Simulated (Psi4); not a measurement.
Energy and gradient calculation, with input and output: HO2 (charge −1)

System: HO2 (hydroperoxide(1-)), charge −1, SMILES [O-]O.
Method: HF/STO-3G, RHF (Psi4 1.11).

The geometry comes from this level: GFN2-xTB.

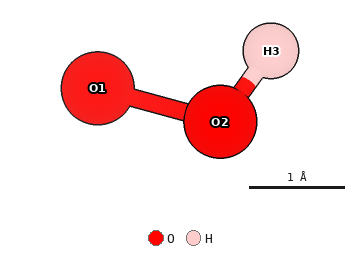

**Figure 1.** The structure as given in the input (ball-and-stick view, seen at a tilt; atoms are numbered from 1 in the order of the input). Bond lengths as drawn: H–O 0.96 Å and O–O 1.46 Å.

### Key numbers

| quantity | value |
| --- | --- |
| outcome | converged |
| total energy | −147.932375 hartree |
| basis functions | 11 |
| largest force | 3.308 eV/Å |
| HOMO | 5.19 eV |
| LUMO | 27.37 eV |
| hardware | 1 thread of Intel Xeon (Granite Rapids), 12 GiB of memory available, shared host |
| wall time | 1.2 s |
| peak memory | 0.18 GiB |

### Remarks

The record of the run, not the program, notes: unbound anion.

### Input file (job.py)
```python
import psi4

psi4.set_memory('1600 MB')
psi4.set_num_threads(1)
psi4.core.set_output_file('output.dat', False)

with open('ho2.xyz') as f:
    atoms = ''.join(f.readlines()[2:])
geom = psi4.geometry('-1 1\n' + atoms + 'symmetry c1')

psi4.set_options({
    'puream': True,
    'e_convergence': 1e-09,
    'd_convergence': 1e-08,
    'scf_type': 'pk',
})

e_tot, wfn = psi4.gradient("hf/STO-3G", return_wfn=True)
psi4.oeprop(wfn, "MULLIKEN_CHARGES", "MAYER_INDICES", "DIPOLE", title="HF")
print('gradient / Eh bohr^-1')
print(e_tot.np.round(6))
print(f'energy = {wfn.energy():.10f} Eh')
```

### File ho2.xyz
```
3
HO2
O     -0.355040     1.013280    -0.080710
O     -0.244450    -0.436620    -0.180910
H      0.599490    -0.576670     0.261620
```

Launch command:
```bash
python job.py
```

### Output
```
gradient() will perform analytic gradient computation.

   => Loading Basis Set <=

    Name: STO-3G
    Role: ORBITAL
    Keyword: BASIS

         ---------------------------------------------------------
                                   SCF
                              RHF Reference
                        1 Threads,   1525 MiB Core
         ---------------------------------------------------------

  ==> Geometry <==

    Molecular point group: c1
    Full point group: Cs

    Geometry (in Angstrom), charge = -1, multiplicity = 1:

       Center              X                  Y                   Z               Mass
    ------------   -----------------  -----------------  -----------------  -----------------
         O           -0.054558543767     0.754904480622     0.000000000000    15.994914619570
         O           -0.005153602185    -0.701817644509    -0.000000000000    15.994914619570
         H            0.947675088160    -0.842526613145     0.000000000000     1.007825032230

  Running in c1 symmetry.

  Rotational constants: A =     20.16330  B =      0.94568  C =      0.90331 [cm^-1]
  Rotational constants: A = 604480.50384  B =  28350.73212  C =  27080.62413 [MHz]
  Nuclear repulsion =   29.875865342683984

  Charge       = -1
  Multiplicity = 1
  Electrons    = 18
  Nalpha       = 9
  Nbeta        = 9

  ==> Algorithm <==

  SCF Algorithm Type is PK.
  DIIS enabled.
  MOM disabled.
  Fractional occupation disabled.
  Guess Type is SAD.
  Energy threshold   = 1.00e-09
  Density threshold  = 1.00e-08
  Integral threshold = 1.00e-12

  ==> Primary Basis <==

  Basis Set: STO-3G
    Blend: STO-3G
    Number of shells: 7
    Number of basis functions: 11
    Number of Cartesian functions: 11
    Spherical Harmonics?: true
    Max angular momentum: 1

  ==> Integral Setup <==

  Using in-core PK algorithm.
   Calculation information:
      Number of atoms:                   3
      Number of AO shells:               7
      Number of primitives:             21
      Number of atomic orbitals:        11
      Number of basis functions:        11

      Integral cutoff                 1.00e-12
      Number of threads:                 1

  Performing in-core PK
  Using 4422 doubles for integral storage.
  We computed 390 shell quartets total.
  Whereas there are 406 unique shell quartets.

  ==> DiskJK: Disk-Based J/K Matrices <==

    J tasked:                  Yes
    K tasked:                  Yes
    wK tasked:                  No
    Memory [MiB]:             1144
    Schwarz Cutoff:          1E-12

  Minimum eigenvalue in the overlap matrix is 3.6876438906E-01.
  Reciprocal condition number of the overlap matrix is 2.1000564878E-01.
    Using symmetric orthogonalization.

  ==> Pre-Iterations <==

  SCF Guess: Superposition of Atomic Densities via on-the-fly atomic UHF (no occupation information).

   -------------------------
    Irrep   Nso     Nmo
   -------------------------
     A         11      11
   -------------------------
    Total      11      11
   -------------------------

  ==> Iterations <==

                        Total Energy        Delta E     RMS |[F,P]|

   @RHF iter SAD:  -146.62723433841174   -1.46627e+02   0.00000e+00
   @RHF iter   1:  -147.82888341798457   -1.20165e+00   2.62153e-02 DIIS/ADIIS
   @RHF iter   2:  -147.92419810012615   -9.53147e-02   7.67837e-03 DIIS/ADIIS
   @RHF iter   3:  -147.93219005529369   -7.99196e-03   1.16869e-03 DIIS/ADIIS
   @RHF iter   4:  -147.93236997713018   -1.79922e-04   1.61057e-04 DIIS/ADIIS
   @RHF iter   5:  -147.93237435731010   -4.38018e-06   3.91187e-05 DIIS
   @RHF iter   6:  -147.93237467718774   -3.19878e-07   1.07796e-05 DIIS
   @RHF iter   7:  -147.93237471054258   -3.33548e-08   3.77951e-06 DIIS
   @RHF iter   8:  -147.93237471589697   -5.35439e-09   1.07800e-06 DIIS
   @RHF iter   9:  -147.93237471628868   -3.91708e-10   2.23331e-07 DIIS
   @RHF iter  10:  -147.93237471630152   -1.28466e-11   8.30477e-09 DIIS
  Energy and wave function converged.

  ==> Post-Iterations <==

    Orbital Energies [Eh]
    ---------------------

    Doubly Occupied:

       1A    -19.791512     2A    -19.542632     3A     -0.893555
       4A     -0.566593     5A     -0.158439     6A     -0.035168
       7A      0.009790     8A      0.170724     9A      0.190747

    Virtual:

      10A      1.005686    11A      1.046340

    Final Occupation by Irrep:
              A
    DOCC [     9 ]
    NA   [     9 ]
    NB   [     9 ]

  @RHF Final Energy:  -147.93237471630152

   => Energetics <=

    Nuclear Repulsion Energy =             29.8758653426839835
    One-Electron Energy =                -274.3832040551235991
    Two-Electron Energy =                  96.5749639961380524
    Total Energy =                       -147.9323747163015526

Computation Completed

Properties will be evaluated at   0.000000,   0.000000,   0.000000 [a0]

Properties computed using the SCF density matrix

 Multipole Moments:

 ------------------------------------------------------------------------------------
     Multipole            Electronic (a.u.)      Nuclear  (a.u.)        Total (a.u.)
 ------------------------------------------------------------------------------------

 L = 1.  Multiply by 2.5417464519 to convert [e a0] to [Debye]
 Dipole X            :         -0.5791000            0.8881296            0.3090296
 Dipole Y            :          0.3864247           -0.7895879           -0.4031632
 Dipole Z            :         -0.0000000            0.0000000           -0.0000000
 Magnitude           :                                                    0.5079762

 ------------------------------------------------------------------------------------

	total time  =          0 seconds =       0.00 minutes

         ------------------------------------------------------------
                                   SCF GRAD
         ------------------------------------------------------------

  ==> Geometry <==

    Molecular point group: c1
    Full point group: Cs

    Geometry (in Angstrom), charge = -1, multiplicity = 1:

       Center              X                  Y                   Z               Mass
    ------------   -----------------  -----------------  -----------------  -----------------
         O           -0.054558543767     0.754904480622     0.000000000000    15.994914619570
         O           -0.005153602185    -0.701817644509    -0.000000000000    15.994914619570
         H            0.947675088160    -0.842526613145     0.000000000000     1.007825032230

  Nuclear repulsion =   29.875865342683984

  ==> Basis Set <==

  Basis Set: STO-3G
    Blend: STO-3G
    Number of shells: 7
    Number of basis functions: 11
    Number of Cartesian functions: 11
    Spherical Harmonics?: true
    Max angular momentum: 1

  ==> DirectJKGrad: Integral-Direct SCF Gradients <==

    Gradient:                    1
    J tasked:                  Yes
    K tasked:                  Yes
    wK tasked:                  No
    Integrals threads:           1
    Schwarz Cutoff:          1E-12

  -Total Gradient:
     Atom            X                  Y                   Z
    ------   -----------------  -----------------  -----------------
       1        0.007492672601    -0.000189086197     0.000000000000
       2        0.053492285990    -0.020262153140    -0.000000000000
       3       -0.060984958590     0.020451239337    -0.000000000000

	total time  =          0 seconds =       0.00 minutes

Properties will be evaluated at   0.000000,   0.000000,   0.000000 [a0]

Properties computed using the HF density matrix

 Multipole Moments:

 ------------------------------------------------------------------------------------
     Multipole            Electronic (a.u.)      Nuclear  (a.u.)        Total (a.u.)
 ------------------------------------------------------------------------------------

 L = 1.  Multiply by 2.5417464519 to convert [e a0] to [Debye]
 Dipole X            :         -0.5791000            0.8881296            0.3090296
 Dipole Y            :          0.3864247           -0.7895879           -0.4031632
 Dipole Z            :         -0.0000000            0.0000000           -0.0000000
 Magnitude           :                                                    0.5079762

 ------------------------------------------------------------------------------------
  Mulliken Charges: (a.u.)
   Center  Symbol    Alpha    Beta     Spin     Total
       1     O     4.29476  4.29476  0.00000 -0.58953
       2     O     4.21387  4.21387  0.00000 -0.42773
       3     H     0.49137  0.49137  0.00000  0.01726

   Total alpha =  9.00000, Total beta =  9.00000, Total charge = -1.00000

  Mayer Bond Indices:

  Irrep: 1 Size: 3 x 3

                 1                   2                   3

    1     0.00000000000000     0.83367293503339     0.01078797560101
    2     0.83367293503339     0.00000000000000     0.98891401782068
    3     0.01078797560101     0.98891401782068     0.00000000000000

  Atomic Valences:

 #  #
 Irrep: 1
      1:    0.844460910634398
      2:    1.822586952854063
      3:    0.999701993421688
```

### Standard output
```
gradient / Eh bohr^-1
[[ 0.007493 -0.000189  0.      ]
 [ 0.053492 -0.020262 -0.      ]
 [-0.060985  0.020451 -0.      ]]
energy = -147.9323747163 Eh
```

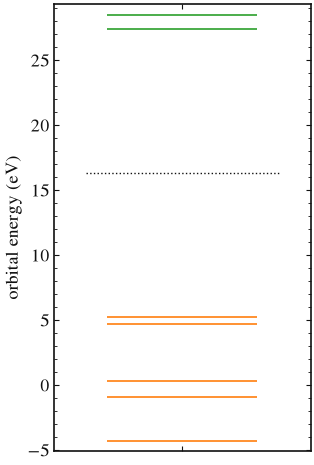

**Figure 2.** Orbital energies near the frontier; the dotted line parts filled from empty levels, and levels within 0.02 eV of each other stand side by side. Highest filled 5.19 eV, lowest empty 27.37 eV, 22.18 eV apart.

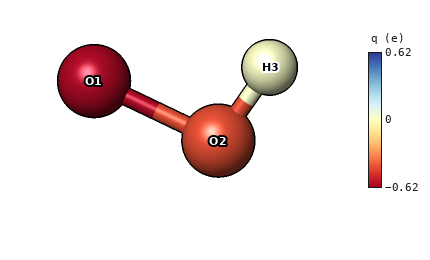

**Figure 3.** Mulliken charges, as the colour of each atom (ball-and-stick view, seen at a tilt; atoms are numbered from 1 in the order of the input). By element: O −0.59 to −0.43 and H +0.02 e.
